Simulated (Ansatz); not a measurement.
# AlNH3 (quartet): the correlation ladder at distance Al1–H4 along a hydrogen transfer = 2.281 Å, cc-pVDZ

How much of the correlation energy of AlNH3 (quartet) does each wave-function method recover here?

Program: Ansatz 0.2.0, Gaussian basis. Level of theory: cc-pVDZ, correlated electrons: outside noble gas. These are calculated values, not measurements.

To be run: UHF; CCSD(T) on ROHF; CCSD(T) on UHF; BCCD(T) on ROHF; CISD; CCSDT(Q) on ROHF; CCSDT(Q) on UHF; CASSCF and MRCISD+Q, 5 electrons in 5 orbitals; CASSCF and NEVPT2, 5 electrons in 5 orbitals.

**1. What is computed**

The geometry derives from fragments relaxed apart (PBE0/def2-TZVP) and kept rigid, so it is no stationary point. A hydrogen atom is moved between rigid fragments.

5 atoms, charge 0, spin multiplicity 4.

Atoms are counted from 1 here; the program's logs count them from 0.

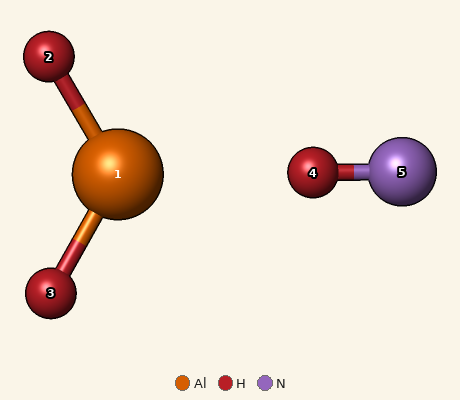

The structure; aluminium orange, hydrogen red, nitrogen purple; atoms are numbered from 1 in the order of the file.

Geometry (Å):

```xyz
5
charge 0, multiplicity 4
Al   -1.07282    0.00000    0.00000
H    -1.86574    1.37338    0.00000
H    -1.86574   -1.37338    0.00000
H     1.20818    0.00000    0.00000
N     2.24818    0.00000    0.00000
```

In the tables R marks a restricted open-shell determinant and U an unrestricted one; 'pair' is the active space of 5 electrons in 5 orbitals; correlation energies count from the lowest restricted Hartree-Fock solution.

**2. UHF**

Contents of in.yaml:

```yaml
crystal:
  periodic: [false, false, false]
  atoms:
    - {symbol: Al, position_ang: [-1.072818, 0.000000, 0.000000]}
    - {symbol: H, position_ang: [-1.865742, 1.373384, 0.000000]}
    - {symbol: H, position_ang: [-1.865742, -1.373384, 0.000000]}
    - {symbol: H, position_ang: [1.208182, 0.000000, 0.000000]}
    - {symbol: N, position_ang: [2.248182, 0.000000, 0.000000]}
basis:
  gaussian: {orbitals: cc-pVDZ}
magnetization: {spin_polarized: true, initial_magnetization: 3}
hamiltonian: {xc: hf}
output: {orbitals: {seedname: orbitals}}
```

On the command line:

```console
ansatz run in.yaml --threads 1 --pin off --events-out ev --progress --plain --max-ram 2393MiB
```

The runs that follow: CCSD(T) on ROHF; CCSD(T) on UHF; BCCD(T) on ROHF; CISD; CCSDT(Q) on ROHF; CCSDT(Q) on UHF; CASSCF and MRCISD+Q, 5 electrons in 5 orbitals; CASSCF and NEVPT2, 5 electrons in 5 orbitals.

Before running them: what should the planned runs give, taken together? Wanted: correlation energy, UCCSDT(Q); RMP2 from UCCSDT(Q); UMP2 from UCCSDT(Q); RCCSD from UCCSDT(Q); RCCSD(T) from UCCSDT(Q); UCCSD(T) from UCCSDT(Q); RCCSDT(Q) from UCCSDT(Q); NEVPT2 pair from UCCSDT(Q); MRCISD+Q pair from UCCSDT(Q).

The runs gave:

```
                         quantity                                                                  value
    correlation energy, UCCSDT(Q)                                                             -5.8696 eV
              RMP2 from UCCSDT(Q)                                                            +1177.2 meV
              UMP2 from UCCSDT(Q)                                                            +1172.3 meV
             RCCSD from UCCSDT(Q)                                                             +113.4 meV
          RCCSD(T) from UCCSDT(Q)                                                              +27.8 meV
          UCCSD(T) from UCCSDT(Q)                                                              +26.1 meV
         RCCSDT(Q) from UCCSDT(Q)                                                               +1.7 meV
       NEVPT2 pair from UCCSDT(Q)                                                            +1120.0 meV
     MRCISD+Q pair from UCCSDT(Q)                                                              +18.9 meV
levels within 1 kcal/mol (43 meV)  RCCSD(T), UCCSD(T), BCCD(T), RCCSDT, UCCSDT, RCCSDT(Q), MRCISD+Q pair
                    T1 diagnostic                                                                  0.021
```

RCCSD(T) misses by +27.8 meV, 0.5 % of the correlation energy. Of the multireference levels listed MRCISD+Q pair comes nearest (+18.9 meV). These misses are within one basis and frozen core, not against nature; frozen cores of the runs differ by up to some meV.
